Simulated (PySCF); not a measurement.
# C3H7ClOSi: NMR shifts at several levels of theory, part 1 of 2

Aim: compute the NMR shifts of C3H7ClOSi (`C=CCO[SiH2]Cl`) at several levels, and see how far they spread and what each costs.

Programs: PySCF 2.14.0, with density-fitted response routines of our own. Each step states its level of theory. These are calculated values for one molecule in the gas phase, unless marked as measured. Atoms are numbered from 0 throughout.

**1. The starting structure**

13 atoms, charge 0, multiplicity 1; geometry from: GFN2-xTB. The atoms were then displaced at random by about 0.01 Å, so the start is not that level's minimum.

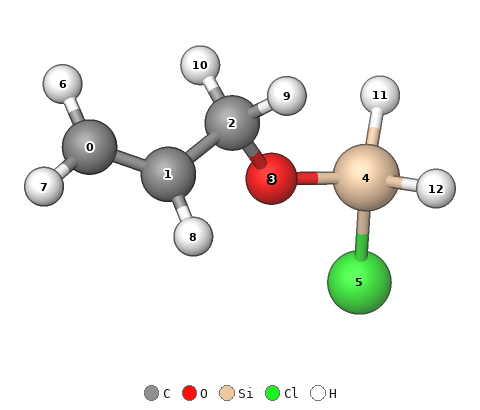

As it starts; carbon grey, oxygen red, silicon light orange, chlorine green, hydrogen white, atoms numbered.

**2. Optimising the geometry at PBE0-D3(BJ)/def2-SVP**

What the job is given:

```
{"job": {"xc": "PBE0", "basis": "def2-SVP", "d3": "d3bj", "grid": 1, "shake": 0.01, "kind": "geom"}, "charge": 0, "multiplicity": 1}
C     -2.600980     0.122780    -0.297900
C     -1.408860    -0.321660    -0.499950
C     -0.275740    -0.113270     0.433880
O      0.901710     0.331060    -0.276630
Si     2.440180     0.103650    -0.011740
Cl     3.276020     1.037560    -1.559050
H     -2.865650     0.722450     0.572860
H     -3.402760    -0.030410    -1.006570
H     -1.156350    -0.880820    -1.363400
H     -0.027430    -1.059790     0.960740
H     -0.515250     0.631200     1.215130
H      2.876280     0.738490     1.253280
H      2.764650    -1.298130    -0.014710
```

On the command line:

```console
$ OMP_NUM_THREADS=1 python probes_run.py task.json out
```

One launch serves the whole session: the jobs run in the order shown.

What it wrote:

```text
step   0  E = -942.61200200  max force = 0.076118
step   1  E = -942.62400912  max force = 0.012327
step   2  E = -942.62443037  max force = 0.002861
step   3  E = -942.62441984  max force = 0.003207
step   4  E = -942.62454716  max force = 0.000813
step   5  E = -942.62459028  max force = 0.000489
step   6  E = -942.62464454  max force = 0.000574
step   7  E = -942.62470523  max force = 0.000605
step   8  E = -942.62477136  max force = 0.000854
step   9  E = -942.62484482  max force = 0.001378
step  10  E = -942.62487423  max force = 0.001207
step  11  E = -942.62460871  max force = 0.002773
step  12  E = -942.62493930  max force = 0.001469
step  13  E = -942.62497475  max force = 0.001540
step  14  E = -942.62530989  max force = 0.002403
step  15  E = -942.62572076  max force = 0.002851
step  16  E = -942.62593931  max force = 0.004435
step  17  E = -942.62618386  max force = 0.003120
step  18  E = -942.62638022  max force = 0.003077
step  19  E = -942.62713550  max force = 0.002127
step  20  E = -942.62724132  max force = 0.005964
step  21  E = -942.62826033  max force = 0.002453
step  22  E = -942.62847618  max force = 0.001269
step  23  E = -942.62878735  max force = 0.001144
step  24  E = -942.62769029  max force = 0.003175
step  25  E = -942.62864629  max force = 0.001928
step  26  E = -942.62885698  max force = 0.000617
step  27  E = -942.62891040  max force = 0.000888
step  28  E = -942.62901192  max force = 0.000842
step  29  E = -942.62916415  max force = 0.001843
step  30  E = -942.62919382  max force = 0.002587
step  31  E = -942.62924817  max force = 0.001325
step  32  E = -942.62926963  max force = 0.000384
step  33  E = -942.62927377  max force = 0.000137
optimisation converged
```

Wall time 6 min (1 thread of Arm Neoverse N1, shared host); peak memory 0.53 GiB.

Relaxation path: (not every step is listed) (the energy doesn't fall at every step)

```tsv
step	energy from step 0 (eV)	largest force component (eV/Å)
0	0.0000	3.9141
1	-0.3267	0.6339
2	-0.3382	0.1471
3	-0.3379	0.1649
4	-0.3414	0.0418
5	-0.3425	0.0251
6	-0.3440	0.0295
7	-0.3457	0.0311
8	-0.3475	0.0439
10	-0.3503	0.0621
12	-0.3520	0.0755
14	-0.3621	0.1236
16	-0.3793	0.2281
18	-0.3913	0.1582
20	-0.4147	0.3067
22	-0.4483	0.0653
24	-0.4269	0.1633
26	-0.4586	0.0317
28	-0.4629	0.0433
29	-0.4670	0.0948
30	-0.4678	0.1330
31	-0.4693	0.0681
32	-0.4699	0.0197
33	-0.4700	0.0070
```

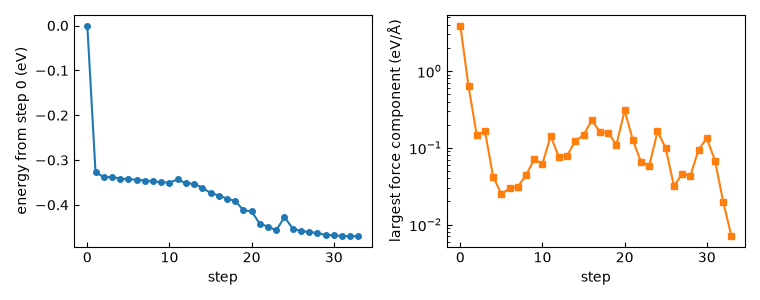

Energy and largest force along the relaxation.

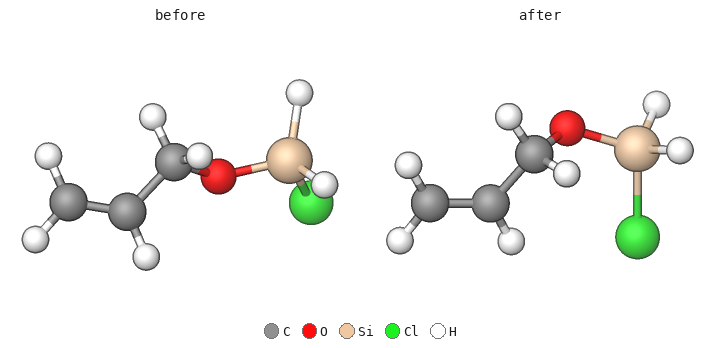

The geometry before (left) and after (right).

Distances of close pairs at the start and the end, largest changes first:

```tsv
bond	before (Å)	after (Å)	change (Å)
Si4–Cl5	1.991	2.074	+0.082
O3–Si4	1.578	1.648	+0.070
Si4–H12	1.439	1.490	+0.051
C0–C1	1.288	1.332	+0.044
C1–H8	1.059	1.096	+0.037
C2–O3	1.445	1.415	-0.030
C1–C2	1.483	1.496	+0.013
C0–H7	1.081	1.093	+0.012
```

The end geometry stands in the next job.

```tsv
at the end point	value
point group (found at 0.08 Å tolerance)	C1
rotational constants (GHz, main isotopes)	3.949, 1.237, 0.983
dipole moment (D)	1.51
```

**3. NMR shieldings: HF/pcSseg-1**

What the job is given:

```
{"job": {"kind": "nmr", "xc": "HF", "basis": "pcSseg-1", "pop": false}, "charge": 0, "multiplicity": 1}
C     -2.468587     0.136934    -0.439918
C     -1.156637    -0.070679    -0.541590
C     -0.258591    -0.335447     0.625045
O      0.812974     0.586741     0.680898
Si     2.329220     0.324209     0.091384
Cl     2.329417     0.238764    -1.980552
H     -2.971614     0.144939     0.532931
H     -3.091847     0.303469    -1.322186
H     -0.669800    -0.064790    -1.524064
H      0.129520    -1.372740     0.566837
H     -0.823853    -0.254861     1.567394
H      3.159297     1.473660     0.516375
H      2.851937    -0.989193     0.561762
```

Level: GIAO HF/pcSseg-1 NMR shielding, non-relativistic, gas phase.

What it wrote:

```text
final grid: 106112 points
cycle   1  E = -940.8522216106  dE =  8.241e-01  |g| = 6.256e-01  |ddm| = 3.082e+00
cycle   2  E = -940.9380303783  dE = -8.581e-02  |g| = 3.353e-01  |ddm| = 6.986e-01
cycle   3  E = -940.9587074464  dE = -2.068e-02  |g| = 7.351e-02  |ddm| = 2.497e-01
cycle   4  E = -940.9601782904  dE = -1.471e-03  |g| = 1.868e-02  |ddm| = 8.721e-02
cycle   5  E = -940.9602780902  dE = -9.980e-05  |g| = 3.202e-03  |ddm| = 2.413e-02
cycle   6  E = -940.9602824790  dE = -4.389e-06  |g| = 9.373e-04  |ddm| = 5.346e-03
cycle   7  E = -940.9602829473  dE = -4.682e-07  |g| = 3.718e-04  |ddm| = 1.792e-03
cycle   8  E = -940.9602830219  dE = -7.465e-08  |g| = 1.250e-04  |ddm| = 6.528e-04
cycle   9  E = -940.9602830307  dE = -8.802e-09  |g| = 2.808e-05  |ddm| = 2.584e-04
cycle  10  E = -940.9602830313  dE = -5.944e-10  |g| = 9.574e-06  |ddm| = 6.380e-05
converged SCF energy = -940.9602830313

GIAO shielding tensors (ppm)
atom      isotropic    diamagn.    paramagn.     s11        s22        s33       span
  0 C       66.239     253.964    -187.725    -61.921     95.234    165.404    227.325
  1 C       45.687     257.830    -212.143    -92.683     67.952    161.791    254.474
  2 C      127.619     240.002    -112.382    103.234    120.616    159.007     55.773
  3 O      299.800     398.766     -98.966    241.390    304.896    353.113    111.723
  4 Si     413.821     874.130    -460.309    391.931    405.302    444.229     52.298
  5 Cl     954.403    1149.046    -194.643    813.059    999.084   1051.067    238.008
  6 H       26.213      30.273      -4.060     22.680     25.138     30.822      8.141
  7 H       26.285      28.966      -2.682     23.133     24.765     30.957      7.824
  8 H       25.249      32.191      -6.942     21.785     22.671     31.291      9.506
  9 H       27.751      31.016      -3.264     24.013     27.669     31.572      7.559
 10 H       27.622      30.344      -2.723     23.055     26.855     32.955      9.900
 11 H       27.019      27.523      -0.504     22.794     25.120     33.142     10.348
 12 H       26.962      28.211      -1.248     22.988     25.399     32.499      9.511
```

It took 13 s on 1 thread of Arm Neoverse N1, shared host; peak memory 0.93 GiB.

Shifts follow as δ = σ(reference) − σ, with reference shieldings (ppm) from runs at the same level and on the same kind of geometry: 1H TMS 31.69, 13C TMS 190.8, 29Si TMS 393.4, 17O H2O 333.3, 35Cl HCl 956. The references are single molecules in the gas phase, so shifts against H2O, NH3, PH3, H3PO4 or CFCl3 are not on the usual liquid scales and can be off by tens of ppm. Atoms listed in one row are averaged.

```tsv
atoms	environment	σ (ppm)	δ (ppm)
C1	alkene CH	45.7	145.2
C0	terminal =CH2 carbon	66.2	124.6
C2	allylic sp3 CH2 bonded to O	127.6	63.2
H8	hydrogen on an alkene CH	25.25	6.44
H6	hydrogen on a terminal =CH2 carbon	26.21	5.47
H7	hydrogen on a terminal =CH2 carbon	26.28	5.40
H11, H12	hydrogen on a silicon bonded to Cl, O	26.99	4.70
H9, H10	hydrogen on an allylic sp3 CH2 bonded to O	27.69	4.00
O3	oxygen bonded to C, Si	299.8	33.5
Si4	silicon bonded to Cl, O, 2 H	413.8	-20.4
Cl5	chlorine bonded to Si	954	2
```

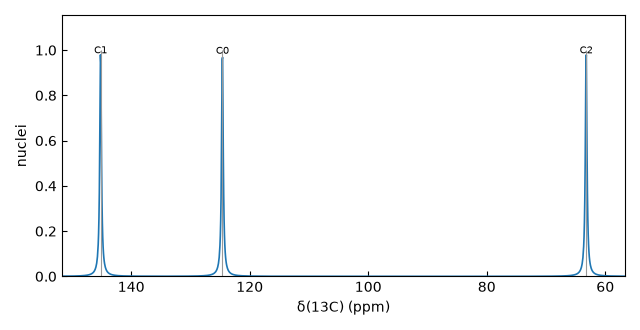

13C lines at the computed shifts, without couplings. Lines are broadened to a width of 0.33 ppm (Lorentzian).

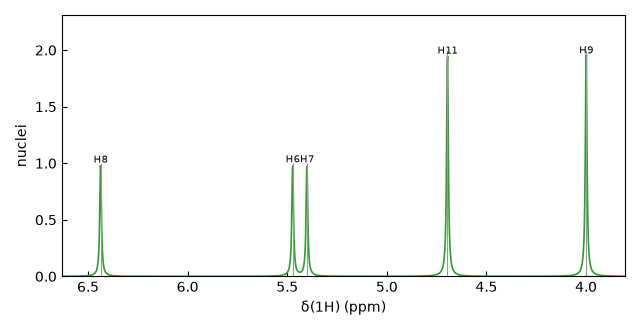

1H lines at the computed shifts, without couplings. Lines are broadened to a width of 0.01 ppm (Lorentzian).

**4. NMR shieldings: LDA/pcSseg-1**

The job, as its differences from that of step 3:

```diff
@@ -1,2 +1,2 @@
-{"job": {"kind": "nmr", "xc": "HF", "basis": "pcSseg-1", "pop": false}, "charge": 0, "multiplicity": 1}
+{"job": {"kind": "nmr", "xc": "LDA", "basis": "pcSseg-1", "pop": false}, "charge": 0, "multiplicity": 1}
 C     -2.468587     0.136934    -0.439918
```

With the program's defaults for keys left out, this is: GIAO LDA/pcSseg-1 NMR shielding, non-relativistic, gas phase.

What it wrote:

```text
coarse grid: 11936 points
cycle   1  E = -938.9984916412  dE =  4.802e-01  |g| = 8.141e-01  |ddm| = 3.249e+00
cycle   2  E = -938.3875704845  dE =  6.109e-01  |g| = 1.902e+00  |ddm| = 2.630e+00
cycle   3  E = -939.1117162692  dE = -7.241e-01  |g| = 2.950e-01  |ddm| = 2.219e+00
cycle   4  E = -939.1292629925  dE = -1.755e-02  |g| = 1.117e-01  |ddm| = 3.643e-01
cycle   5  E = -939.1312324239  dE = -1.969e-03  |g| = 6.610e-02  |ddm| = 1.375e-01
cycle   6  E = -939.1323313478  dE = -1.099e-03  |g| = 1.933e-02  |ddm| = 6.145e-02
cycle   7  E = -939.1324282171  dE = -9.687e-05  |g| = 3.980e-03  |ddm| = 1.927e-02
cycle   8  E = -939.1324319247  dE = -3.708e-06  |g| = 1.015e-03  |ddm| = 4.687e-03
final grid: 106112 points
cycle   9  E = -939.1737995241  dE = -2.417e-05  |g| = 4.007e-03  |ddm| = 2.399e-02
cycle  10  E = -939.1737931622  dE =  6.362e-06  |g| = 6.626e-03  |ddm| = 8.176e-03
cycle  11  E = -939.1738030952  dE = -9.933e-06  |g| = 1.356e-03  |ddm| = 5.502e-03
cycle  12  E = -939.1738035050  dE = -4.098e-07  |g| = 1.647e-04  |ddm| = 1.216e-03
cycle  13  E = -939.1738035077  dE = -2.645e-09  |g| = 1.336e-04  |ddm| = 2.645e-04
cycle  14  E = -939.1738035118  dE = -4.156e-09  |g| = 3.168e-05  |ddm| = 1.105e-04
cycle  15  E = -939.1738035121  dE = -2.431e-10  |g| = 5.747e-06  |ddm| = 3.557e-05
converged SCF energy = -939.1738035121

GIAO shielding tensors (ppm)
atom      isotropic    diamagn.    paramagn.     s11        s22        s33       span
  0 C       51.611     253.553    -201.942    -57.891     59.726    152.997    210.888
  1 C       28.033     257.806    -229.773    -91.071     31.704    143.465    234.536
  2 C      102.565     245.375    -142.811     72.567     95.172    139.955     67.388
  3 O      244.975     395.560    -150.585    161.095    245.058    328.772    167.677
  4 Si     320.864     879.708    -558.844    290.961    300.098    371.532     80.572
  5 Cl     842.417    1148.907    -306.490    632.258    909.772    985.221    352.963
  6 H       25.280      29.702      -4.422     21.974     25.052     28.815      6.841
  7 H       25.359      28.228      -2.869     22.538     24.517     29.023      6.486
  8 H       24.191      31.784      -7.593     20.997     21.929     29.647      8.650
  9 H       26.129      30.214      -4.085     23.160     25.686     29.540      6.380
 10 H       26.489      29.884      -3.394     22.358     25.709     31.400      9.042
 11 H       25.138      26.840      -1.702     21.026     23.418     30.969      9.943
 12 H       24.894      27.518      -2.624     20.720     23.667     30.296      9.575
```

It took 26 s on 1 thread of Arm Neoverse N1, shared host; peak memory 0.93 GiB.

In short: δ C1 152.7, C0 129.1, C2 78.2, O3 97.8, H8 6.64, H11 5.81 ppm (means over like atoms).

**5. NMR shieldings: PBE/pcSseg-1**

The job, as its differences from that of step 4:

```diff
@@ -1,2 +1,2 @@
-{"job": {"kind": "nmr", "xc": "LDA", "basis": "pcSseg-1", "pop": false}, "charge": 0, "multiplicity": 1}
+{"job": {"kind": "nmr", "xc": "PBE", "basis": "pcSseg-1", "pop": false}, "charge": 0, "multiplicity": 1}
 C     -2.468587     0.136934    -0.439918
```

Level: GIAO PBE/pcSseg-1 NMR shielding, non-relativistic, gas phase.

What it wrote:

```text
coarse grid: 11936 points
cycle   1  E = -942.6790775442  dE =  4.860e-01  |g| = 8.065e-01  |ddm| = 3.249e+00
cycle   2  E = -942.1160246099  dE =  5.631e-01  |g| = 1.837e+00  |ddm| = 2.541e+00
cycle   3  E = -942.7919024056  dE = -6.759e-01  |g| = 2.802e-01  |ddm| = 2.129e+00
cycle   4  E = -942.8079426842  dE = -1.604e-02  |g| = 1.045e-01  |ddm| = 3.485e-01
cycle   5  E = -942.8096914018  dE = -1.749e-03  |g| = 6.317e-02  |ddm| = 1.307e-01
cycle   6  E = -942.8107008347  dE = -1.009e-03  |g| = 1.782e-02  |ddm| = 5.827e-02
cycle   7  E = -942.8107845421  dE = -8.371e-05  |g| = 3.380e-03  |ddm| = 1.771e-02
cycle   8  E = -942.8107871817  dE = -2.640e-06  |g| = 8.684e-04  |ddm| = 3.922e-03
final grid: 106112 points
cycle   9  E = -942.8707110512  dE = -8.663e-06  |g| = 1.639e-02  |ddm| = 3.230e-02
cycle  10  E = -942.8705674041  dE =  1.436e-04  |g| = 3.215e-02  |ddm| = 3.304e-02
cycle  11  E = -942.8707594237  dE = -1.920e-04  |g| = 4.317e-03  |ddm| = 2.448e-02
cycle  12  E = -942.8707635634  dE = -4.140e-06  |g| = 6.563e-04  |ddm| = 4.259e-03
cycle  13  E = -942.8707636121  dE = -4.877e-08  |g| = 4.285e-04  |ddm| = 8.106e-04
cycle  14  E = -942.8707636616  dE = -4.948e-08  |g| = 5.691e-05  |ddm| = 3.392e-04
cycle  15  E = -942.8707636624  dE = -7.860e-10  |g| = 1.248e-05  |ddm| = 7.087e-05
converged SCF energy = -942.8707636624

GIAO shielding tensors (ppm)
atom      isotropic    diamagn.    paramagn.     s11        s22        s33       span
  0 C       57.462     252.890    -195.428    -48.943     69.134    152.196    201.139
  1 C       34.308     256.936    -222.627    -81.729     41.159    143.494    225.223
  2 C      104.535     244.693    -140.158     75.389     97.448    140.768     65.378
  3 O      246.067     395.715    -149.648    171.289    246.341    320.572    149.283
  4 Si     345.415     879.185    -533.770    315.712    327.607    392.926     77.213
  5 Cl     859.874    1149.286    -289.412    666.857    921.154    991.611    324.755
  6 H       25.784      30.180      -4.396     22.499     25.509     29.344      6.845
  7 H       25.848      28.658      -2.811     23.012     24.968     29.562      6.550
  8 H       24.690      32.354      -7.664     21.492     22.461     30.116      8.624
  9 H       26.590      30.641      -4.051     23.568     26.146     30.055      6.487
 10 H       26.953      30.323      -3.370     22.850     26.203     31.806      8.956
 11 H       25.775      27.345      -1.570     21.673     24.046     31.607      9.934
 12 H       25.531      28.044      -2.513     21.388     24.270     30.935      9.546
```

It took 31 s on 1 thread of Arm Neoverse N1, shared host; peak memory 0.82 GiB.

Key values: δ C1 145.7, C0 122.6, C2 75.5, O3 88.6, H8 6.51, H11 5.54 ppm (means over like atoms).

**6. NMR shieldings: BLYP/pcSseg-1**

The job, as its differences from that of step 5:

```diff
@@ -1,2 +1,2 @@
-{"job": {"kind": "nmr", "xc": "PBE", "basis": "pcSseg-1", "pop": false}, "charge": 0, "multiplicity": 1}
+{"job": {"kind": "nmr", "xc": "BLYP", "basis": "pcSseg-1", "pop": false}, "charge": 0, "multiplicity": 1}
 C     -2.468587     0.136934    -0.439918
```

Method: GIAO BLYP/pcSseg-1 NMR shielding, non-relativistic, gas phase.

What it wrote:

```text
coarse grid: 11936 points
cycle   1  E = -943.1630262691  dE =  4.910e-01  |g| = 8.779e-01  |ddm| = 3.263e+00
cycle   2  E = -942.4586773225  dE =  7.043e-01  |g| = 2.036e+00  |ddm| = 2.846e+00
cycle   3  E = -943.2920113585  dE = -8.333e-01  |g| = 3.094e-01  |ddm| = 2.439e+00
cycle   4  E = -943.3109732411  dE = -1.896e-02  |g| = 1.266e-01  |ddm| = 3.974e-01
cycle   5  E = -943.3136700303  dE = -2.697e-03  |g| = 7.188e-02  |ddm| = 1.523e-01
cycle   6  E = -943.3149616901  dE = -1.292e-03  |g| = 2.088e-02  |ddm| = 6.628e-02
cycle   7  E = -943.3150775962  dE = -1.159e-04  |g| = 3.762e-03  |ddm| = 2.071e-02
cycle   8  E = -943.3150809113  dE = -3.315e-06  |g| = 9.866e-04  |ddm| = 4.480e-03
final grid: 106112 points
cycle   9  E = -943.3759760380  dE = -2.134e-05  |g| = 9.449e-03  |ddm| = 2.897e-02
cycle  10  E = -943.3759400567  dE =  3.598e-05  |g| = 1.630e-02  |ddm| = 1.914e-02
cycle  11  E = -943.3759945770  dE = -5.452e-05  |g| = 2.786e-03  |ddm| = 1.289e-02
cycle  12  E = -943.3759961501  dE = -1.573e-06  |g| = 3.236e-04  |ddm| = 2.578e-03
cycle  13  E = -943.3759961639  dE = -1.375e-08  |g| = 1.995e-04  |ddm| = 4.665e-04
cycle  14  E = -943.3759961737  dE = -9.837e-09  |g| = 5.882e-05  |ddm| = 1.796e-04
cycle  15  E = -943.3759961746  dE = -8.836e-10  |g| = 1.016e-05  |ddm| = 6.040e-05
converged SCF energy = -943.3759961746

GIAO shielding tensors (ppm)
atom      isotropic    diamagn.    paramagn.     s11        s22        s33       span
  0 C       53.726     252.195    -198.469    -53.464     67.401    147.242    200.706
  1 C       28.788     256.411    -227.623    -88.901     37.126    138.139    227.040
  2 C       99.062     244.167    -145.105     69.684     92.186    135.315     65.632
  3 O      241.982     396.650    -154.668    168.280    243.585    314.080    145.800
  4 Si     340.417     878.860    -538.443    310.674    324.073    386.505     75.830
  5 Cl     853.232    1149.679    -296.447    658.601    912.329    988.765    330.164
  6 H       26.071      30.483      -4.412     22.851     25.779     29.583      6.732
  7 H       26.152      28.837      -2.685     23.361     25.262     29.833      6.472
  8 H       24.944      32.691      -7.747     21.704     22.720     30.406      8.702
  9 H       26.770      30.835      -4.065     23.799     26.309     30.200      6.402
 10 H       27.147      30.517      -3.370     23.107     26.417     31.917      8.810
 11 H       26.089      27.641      -1.552     21.973     24.350     31.943      9.969
 12 H       25.845      28.380      -2.534     21.706     24.569     31.261      9.555
```

Wall time 31 s (1 thread of Arm Neoverse N1, shared host); peak memory 0.82 GiB.

This run: δ C1 146.5, C0 121.6, C2 76.3, O3 91.7, H8 6.42, H11 5.39 ppm (means over like atoms).

**7. NMR shieldings: BP86/pcSseg-1**

The job, as its differences from that of step 6:

```diff
@@ -1,2 +1,2 @@
-{"job": {"kind": "nmr", "xc": "BLYP", "basis": "pcSseg-1", "pop": false}, "charge": 0, "multiplicity": 1}
+{"job": {"kind": "nmr", "xc": "BP86", "basis": "pcSseg-1", "pop": false}, "charge": 0, "multiplicity": 1}
 C     -2.468587     0.136934    -0.439918
```

With the program's defaults for keys left out, this is: GIAO BP86/pcSseg-1 NMR shielding, non-relativistic, gas phase.

What it wrote:

```text
coarse grid: 11936 points
cycle   1  E = -943.3308601348  dE =  4.866e-01  |g| = 8.124e-01  |ddm| = 3.248e+00
cycle   2  E = -942.7722559171  dE =  5.586e-01  |g| = 1.836e+00  |ddm| = 2.468e+00
cycle   3  E = -943.4447395723  dE = -6.725e-01  |g| = 2.761e-01  |ddm| = 2.065e+00
cycle   4  E = -943.4602692651  dE = -1.553e-02  |g| = 1.038e-01  |ddm| = 3.441e-01
cycle   5  E = -943.4620463079  dE = -1.777e-03  |g| = 6.056e-02  |ddm| = 1.288e-01
cycle   6  E = -943.4629736870  dE = -9.274e-04  |g| = 1.761e-02  |ddm| = 5.648e-02
cycle   7  E = -943.4630556173  dE = -8.193e-05  |g| = 3.342e-03  |ddm| = 1.745e-02
cycle   8  E = -943.4630582403  dE = -2.623e-06  |g| = 8.709e-04  |ddm| = 3.939e-03
final grid: 106112 points
cycle   9  E = -943.5226943796  dE = -2.543e-05  |g| = 9.589e-03  |ddm| = 2.890e-02
cycle  10  E = -943.5226437407  dE =  5.064e-05  |g| = 1.889e-02  |ddm| = 1.910e-02
cycle  11  E = -943.5227082460  dE = -6.451e-05  |g| = 2.483e-03  |ddm| = 1.490e-02
cycle  12  E = -943.5227093944  dE = -1.148e-06  |g| = 7.888e-04  |ddm| = 2.635e-03
cycle  13  E = -943.5227095060  dE = -1.116e-07  |g| = 3.385e-04  |ddm| = 8.007e-04
cycle  14  E = -943.5227095369  dE = -3.091e-08  |g| = 3.537e-05  |ddm| = 2.646e-04
cycle  15  E = -943.5227095372  dE = -2.851e-10  |g| = 9.165e-06  |ddm| = 4.454e-05
converged SCF energy = -943.5227095372

GIAO shielding tensors (ppm)
atom      isotropic    diamagn.    paramagn.     s11        s22        s33       span
  0 C       57.188     253.262    -196.074    -49.020     68.852    151.731    200.751
  1 C       34.143     257.447    -223.303    -81.808     41.030    143.208    225.015
  2 C      104.263     244.858    -140.595     75.143     97.199    140.447     65.304
  3 O      247.199     395.941    -148.743    172.830    248.268    320.498    147.668
  4 Si     344.973     879.170    -534.197    315.717    327.626    391.575     75.858
  5 Cl     860.365    1149.409    -289.043    668.833    920.956    991.307    322.474
  6 H       25.852      30.212      -4.361     22.585     25.547     29.423      6.838
  7 H       25.919      28.696      -2.777     23.099     25.034     29.623      6.525
  8 H       24.770      32.407      -7.637     21.599     22.553     30.159      8.560
  9 H       26.656      30.728      -4.072     23.601     26.212     30.155      6.554
 10 H       27.008      30.351      -3.343     22.899     26.271     31.853      8.954
 11 H       25.871      27.425      -1.554     21.756     24.139     31.718      9.962
 12 H       25.626      28.139      -2.513     21.480     24.356     31.041      9.561
```

Run time: 31 s. Hardware: 1 thread of Arm Neoverse N1, shared host; peak memory 0.82 GiB.

In short: δ C1 145.6, C0 122.6, C2 75.5, O3 85.4, H8 6.50, H11 5.52 ppm (means over like atoms).

(Continued in part 2 of 2.)
